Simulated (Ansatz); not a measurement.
## Single-point calculation of WSF₄

System: WSF₄, SMILES [F][W]([F])([F])([F])=[S].
Method: RKS PBE-D4/def2-TZVPP (Ansatz 0.2.0).

The geometry comes from this level: PBE0-D4/def2-TZVP. Figures and captions count atoms from 1; the log counts them from 0 in places.

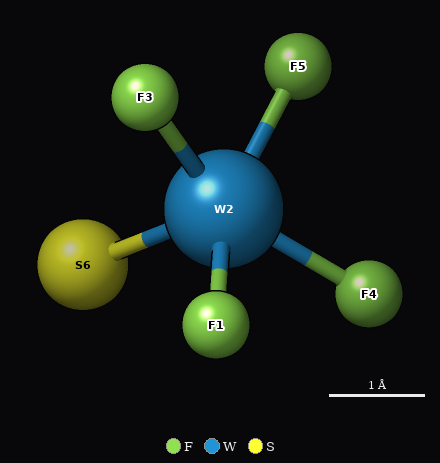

Fig. 1: The input geometry (ball-and-stick view, seen at a tilt; atoms are numbered from 1 in the order of the input). Sticks mark near contacts. Bond lengths as drawn: F–W 1.85 Å and S–W 2.09 Å.

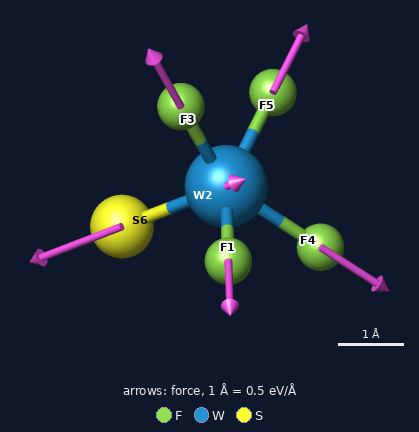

Fig. 2: Forces on the atoms as pink arrows (ball-and-stick view, seen at a tilt; atoms are numbered from 1 in the order of the input). The largest act on S6 (0.93 eV/Å); all 4 F atoms (0.68 eV/Å). The geometry is not a stationary point of this energy.

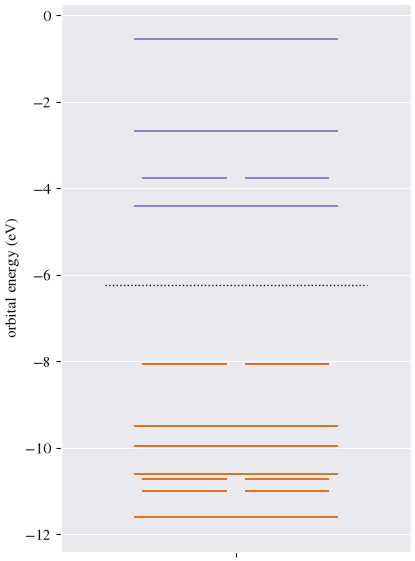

Fig. 3: Orbital energies near the frontier; the dotted line parts filled from empty levels, and levels within 0.02 eV of each other stand side by side. Highest filled −8.08 eV, lowest empty −4.42 eV, 3.66 eV apart.

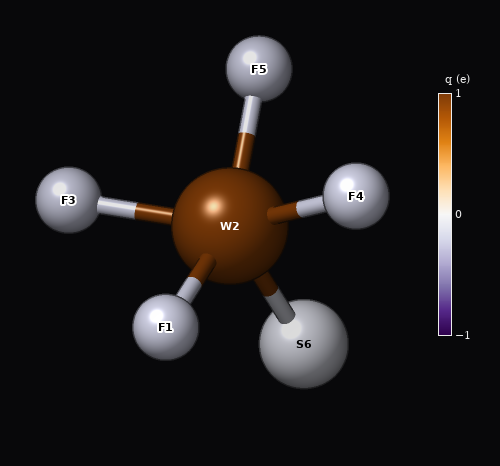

Fig. 4: Mulliken charges, as the colour of each atom (ball-and-stick view, seen at a tilt; atoms are numbered from 1 in the order of the input). By element: F −0.22, W +0.99 and S −0.11 e.

These pictures come from the run below.

## The input
```yaml
crystal:
  periodic: [false, false, false]
  atoms:
    - {symbol: F, position_ang: [-0.752769, -1.555048, 0.668625]}
    - {symbol: W, position_ang: [0.007003, -0.014331, -0.010689]}
    - {symbol: F, position_ang: [1.552070, -0.558180, 0.843428]}
    - {symbol: F, position_ang: [-1.177413, -0.207933, -1.415046]}
    - {symbol: F, position_ang: [1.127475, 0.788819, -1.240316]}
    - {symbol: S, position_ang: [-0.756366, 1.546672, 1.153999]}
basis:
  gaussian: {orbitals: def2-TZVPP}
hamiltonian: {xc: pbe, dispersion: d4}
output: {forces: true, orbitals: {seedname: orbitals}}
```

## Output
```
Functional definition: PBE
  name "PBE"
  cite "Perdew, Burke & Ernzerhof, Phys. Rev. Lett. 77, 3865 (1996) doi:10.1103/PhysRevLett.77.3865"
  parent pbe
  parameter kappa = 0.804
  parameter beta = 0.06672455060314922
  exchange = pbe_x(kappa = kappa, mu = beta*pi^2/3)
  correlation = pbe_c(beta = beta)
1243 factors; their error is unknown
mean field evaluation 1: about -23519.4782 eV, gradient 7.7e1 eV
mean field evaluation 2: about -23423.3499 eV, gradient 2.6e2 eV
mean field evaluation 4: about -23523.7660 eV, gradient 4.2e1 eV
mean field evaluation 8: about -23528.2369 eV, gradient 2.2e-1 eV
mean field evaluation 16: about -23528.2300 eV, gradient 6.5e-4 eV
mean field -23528.23002966 eV, -864.6465055829 hartree, gradient 2.3e-5 eV, S^2 0.000000; 0 other end points of the search recorded, 0 dependent functions left out
the calculation of the forces begins
reference -23528.23006891 eV, -864.6465070252 hartree; 33, 33 occupied and 189, 189 virtual orbitals, 1243 factors
Total energy: -23528.39983365 eV, -864.6527457646 hartree
Atom 0 at    -0.752769    -1.555048     0.668625 Å, force    -0.276986    -0.564320     0.247130 eV/Å
Atom 1 at     0.007003    -0.014331    -0.010689 Å, force     0.072613    -0.148957    -0.111028 eV/Å
Atom 2 at     1.552070    -0.558180     0.843428 Å, force     0.565387    -0.200197     0.310976 eV/Å
Atom 3 at    -1.177413    -0.207933    -1.415046 Å, force    -0.432061    -0.072246    -0.514126 eV/Å
Atom 4 at     1.127475     0.788819    -1.240316 Å, force     0.410336     0.292123    -0.450507 eV/Å
Atom 5 at    -0.756366     1.546672     1.153999 Å, force    -0.339288     0.693597     0.517556 eV/Å
Dipole moment:    -0.041096     0.084062     0.062715 e Å
```

## Key numbers

```tsv
quantity	value
outcome	converged
total energy	−23528.3998 eV
mean-field energy	−23528.2301 eV
dispersion energy	−0.1698 eV
SCF solution under orbital rotations	stable
HOMO	−8.08 eV
LUMO	−4.42 eV
largest force (length of the vector)	0.930 eV/Å
dipole moment	0.54 D
hardware	4 CPU threads, shared host
wall time	1.7 s (CPU time 5.8 s)
peak memory	0.31 GiB
```
